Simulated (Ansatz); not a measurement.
# One shape, several levels: BPH4 (SMILES BP)

Aim: a comparison of 6 runs (HF/3-21G, r2SCAN/STO-3G, PBE0/6-31G, B3LYP/6-31G*, CAM-B3LYP/pcseg-1) of BPH4. 

The calculation is run with Ansatz 0.2.0.

7 further runs of the same task are left out: 2 for a known fault of the program, 1 that didn't finish, 4 set aside as unsound or not needed. Runs told in other sessions of the task aren't counted.

## (1) The molecule

The species is BPH4 (6 atoms), meant as a singlet with charge 0. As SMILES, `BP`. The coordinates come from a GFN2-xTB relaxation.

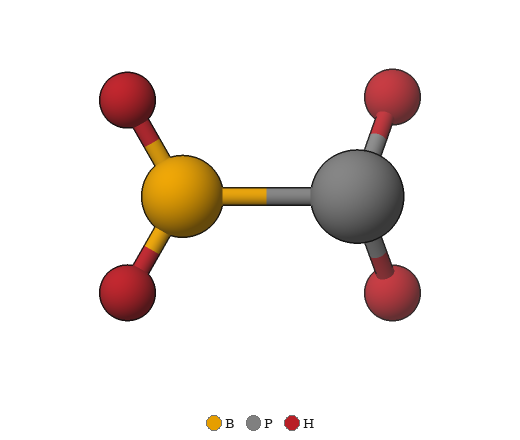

The structure, seen from a chosen angle (boron amber, phosphorus grey, hydrogen red).

## (2) Energy and gradient at HF/3-21G (run 1)

The input, job.yaml:

```yaml
crystal:
  periodic: [false, false, false]
  atoms:
    - {symbol: B, position_ang: [0.002660, -0.867960, 0.118880]}
    - {symbol: P, position_ang: [0.378740, 0.928770, 0.259630]}
    - {symbol: H, position_ang: [-0.777460, -1.351190, 0.842930]}
    - {symbol: H, position_ang: [0.659230, -1.540870, -0.575930]}
    - {symbol: H, position_ang: [0.599110, 1.319050, -1.043720]}
    - {symbol: H, position_ang: [-0.862270, 1.512200, 0.398210]}
basis:
  gaussian: {orbitals: 3-21G.json}
total_charge: 0
accuracy: high
hamiltonian: {xc: hf}
output: {forces: true, orbitals: {seedname: orbitals}}
```

The basis set 3-21G is read from a file made from the Basis Set Exchange's data (not shown).

The run is started by

```bash
ansatz run job.yaml --threads 1 --pin off --max-ram 2610MiB --events-out events.jsonl --progress --plain --runs-dir runs
```

Output:

```text
Warning: RAYON_NUM_THREADS=1 ignored (pool sized by the plan → 1); use --threads N
Functional definition: HF
  name "HF"
  exchange = exact_x
  correlation = 0
662 factors; integrals over basis functions are off by at most 3.9e-9 eV
mean field evaluation 1: about -9953.7096 eV, gradient 1.2e1 eV
mean field evaluation 2: about -9953.7025 eV, gradient 1.2e1 eV
mean field evaluation 4: about -9954.3667 eV, gradient 5.4e-1 eV
mean field evaluation 8: about -9954.3694 eV, gradient 7.2e-4 eV
mean field -9954.36937491 eV, -365.8163272141 hartree, gradient 9.2e-9 eV, S^2 0.000000; 0 other end points of the search recorded, 0 dependent functions left out
the calculation of the forces begins
reference -9954.36937491 eV, -365.8163272141 hartree; 12, 12 occupied and 18, 18 virtual orbitals, 662 factors
Total energy: -9954.36937491 eV, -365.8163272141 hartree
Atom 0 at     0.002660    -0.867960     0.118880 Å, force     0.024330    -0.837488     0.132864 eV/Å
Atom 1 at     0.378740     0.928770     0.259630 Å, force     0.439848     0.634626     0.360722 eV/Å
Atom 2 at    -0.777460    -1.351190     0.842930 Å, force    -0.338606    -0.218705     0.213726 eV/Å
Atom 3 at     0.659230    -1.540870    -0.575930 Å, force     0.182471    -0.285394    -0.299897 eV/Å
Atom 4 at     0.599110     1.319050    -1.043720 Å, force     0.446323     0.274600    -0.796551 eV/Å
Atom 5 at    -0.862270     1.512200     0.398210 Å, force    -0.754365     0.432361     0.389136 eV/Å
Dipole moment:    -0.169092    -0.023786    -0.168079 e Å
```

Run time: 0.3 s. Hardware: 1 thread of Arm Neoverse V2, shared host.

## (3) Energy and forces at r2SCAN/STO-3G (run 2)

The input, input.yaml:

```yaml
crystal:
  periodic: [false, false, false]
  atoms:
    - {symbol: B, position_ang: [0.002660, -0.867960, 0.118880]}
    - {symbol: P, position_ang: [0.378740, 0.928770, 0.259630]}
    - {symbol: H, position_ang: [-0.777460, -1.351190, 0.842930]}
    - {symbol: H, position_ang: [0.659230, -1.540870, -0.575930]}
    - {symbol: H, position_ang: [0.599110, 1.319050, -1.043720]}
    - {symbol: H, position_ang: [-0.862270, 1.512200, 0.398210]}
basis:
  gaussian:
    orbitals: STO-3G
hamiltonian:
  xc: r2scan
accuracy: high
output: {forces: true, orbitals: {seedname: orbitals}}
```

The run is started by

```bash
ansatz run input.yaml --threads 1 --pin off --max-ram 2610MiB --events-out events.jsonl --progress --plain --runs-dir runs
```

Output, cut to the lines that bear on the results:

```text
Warning: RAYON_NUM_THREADS=1 ignored (pool sized by the plan → 1); use --threads N
Functional definition: r2SCAN
  name "r2SCAN"
[...]
314 factors; integrals over basis functions are off by at most 7.6e-9 eV
[...]
mean field -9914.71291629 eV, -364.3589792399 hartree, gradient 1.1e-8 eV, S^2 0.000000; 0 other end points of the search recorded, 0 dependent functions left out
[...]
reference -9914.71291669 eV, -364.3589792545 hartree; 12, 12 occupied and 6, 6 virtual orbitals, 314 factors
Total energy: -9914.71291669 eV, -364.3589792545 hartree
Atom 0 at     0.002660    -0.867960     0.118880 Å, force    -0.000987     0.599511    -0.085583 eV/Å
Atom 1 at     0.378740     0.928770     0.259630 Å, force     0.482251    -0.676090     0.579128 eV/Å
Atom 2 at    -0.777460    -1.351190     0.842930 Å, force     0.023365    -0.081888     0.003780 eV/Å
Atom 3 at     0.659230    -1.540870    -0.575930 Å, force    -0.009015    -0.075336     0.036935 eV/Å
Atom 4 at     0.599110     1.319050    -1.043720 Å, force     0.161827     0.063241    -0.671914 eV/Å
Atom 5 at    -0.862270     1.512200     0.398210 Å, force    -0.657442     0.170562     0.137655 eV/Å
Dipole moment:    -0.053493     0.221014    -0.083720 e Å
```

It took 2.6 s on 1 thread of Arm Neoverse V2, shared host.

Runs 3 to 5 aren't shown in full; the table further down has their settings and results.

## (4) Energy and forces at CAM-B3LYP/pcseg-1 (run 6)

The input, job.yaml:

```yaml
crystal:
  periodic: [false, false, false]
  atoms:
    - symbol: B
      position_ang: [0.002660, -0.867960, 0.118880]
    - symbol: P
      position_ang: [0.378740, 0.928770, 0.259630]
    - symbol: H
      position_ang: [-0.777460, -1.351190, 0.842930]
    - symbol: H
      position_ang: [0.659230, -1.540870, -0.575930]
    - symbol: H
      position_ang: [0.599110, 1.319050, -1.043720]
    - symbol: H
      position_ang: [-0.862270, 1.512200, 0.398210]
basis:
  gaussian:
    orbitals: pcseg-1.json
hamiltonian:
  xc: {name: CAM-B3LYP}
accuracy: high
output:
  forces: true
  orbitals: {seedname: orbitals}
```

The basis set pcseg-1 is read from a file made from the Basis Set Exchange's data (not shown).

The run is started by

```bash
ansatz run job.yaml --threads 1 --pin off --max-ram 2610MiB --events-out events.jsonl --progress --plain --runs-dir runs
```

Output, cut to the lines that bear on the results:

```text
Warning: RAYON_NUM_THREADS=1 ignored (pool sized by the plan → 1); use --threads N
Functional definition: CAM-B3LYP
  name "CAM-B3LYP"
[...]
1160 factors; integrals over basis functions are off by at most 3.7e-9 eV
302 factors; integrals over basis functions are off by at most 2.1e-9 eV
[...]
mean field -10028.41713596 eV, -368.5375322411 hartree, gradient 8.6e-8 eV, S^2 0.000000; 0 other end points of the search recorded, 0 dependent functions left out
[...]
reference -10028.41715431 eV, -368.5375329155 hartree; 12, 12 occupied and 40, 40 virtual orbitals, 1160 factors
Total energy: -10028.41715431 eV, -368.5375329155 hartree
Atom 0 at     0.002660    -0.867960     0.118880 Å, force     0.060807     0.143811     0.038518 eV/Å
Atom 1 at     0.378740     0.928770     0.259630 Å, force     0.519132    -0.017930     0.528496 eV/Å
Atom 2 at    -0.777460    -1.351190     0.842930 Å, force    -0.504673    -0.314900     0.427691 eV/Å
Atom 3 at     0.659230    -1.540870    -0.575930 Å, force     0.382415    -0.429984    -0.447403 eV/Å
Atom 4 at     0.599110     1.319050    -1.043720 Å, force     0.375352     0.230071    -0.870310 eV/Å
Atom 5 at    -0.862270     1.512200     0.398210 Å, force    -0.833033     0.388932     0.323009 eV/Å
Dipole moment:    -0.113898     0.064839    -0.124017 e Å
```

Wall time 3.3 s (1 thread of Arm Neoverse V2, shared host).

## (5) The series

| run | level | Cartesian functions | energy (Eh) | dipole moment (D) | HOMO energy (eV) | LUMO energy (eV) | wall time |
| --- | --- | --- | --- | --- | --- | --- | --- |
| 1 | HF/3-21G | no | -365.816327 | 1.15 | -10.02 | 2.00 | 0.3 s |
| 2 | r2SCAN/STO-3G | no | -364.358979 | 1.16 | -3.96 | 1.02 | 2.6 s |
| 3 | PBE0/6-31G | no | -368.339972 | 1.19 | -7.50 | -1.45 | 1.9 s |
| 4 | B3LYP/6-31G* (spherical functions) | no | -368.576411 | 0.85 | -7.23 | -1.61 | 2.4 s |
| 5 | B3LYP/6-31G* (Cartesian functions) | yes | -368.579400 | 0.86 | -7.23 | -1.61 | 2.5 s |
| 6 | CAM-B3LYP/pcseg-1 | no | -368.537533 | 0.87 | -8.88 | -0.63 | 3.3 s |

## (6) Results

| quantity | value |
| --- | --- |
| run 6: total energy | -368.53753 Eh |
| run 6: dipole moment | 0.87 D |
| run 6: HOMO energy | -8.88 eV |
| run 6: LUMO energy | -0.63 eV |
| run 6: HOMO–LUMO gap | 8.25 eV |
| run 6: largest force on an atom | 0.975 eV/Å |

In words: The dipole moment (its size) runs from 0.85 D (B3LYP/6-31G*) to 1.19 D (PBE0/6-31G). The two ends differ in method and basis. The HOMO–LUMO gap runs from 4.98 eV (r2SCAN/STO-3G) to 12.02 eV (HF/3-21G). Totals of different functionals can't be ranked against each other. In run 2 the basis is minimal, so the values are rough. All runs together took 13 s, the longest 3.3 s.
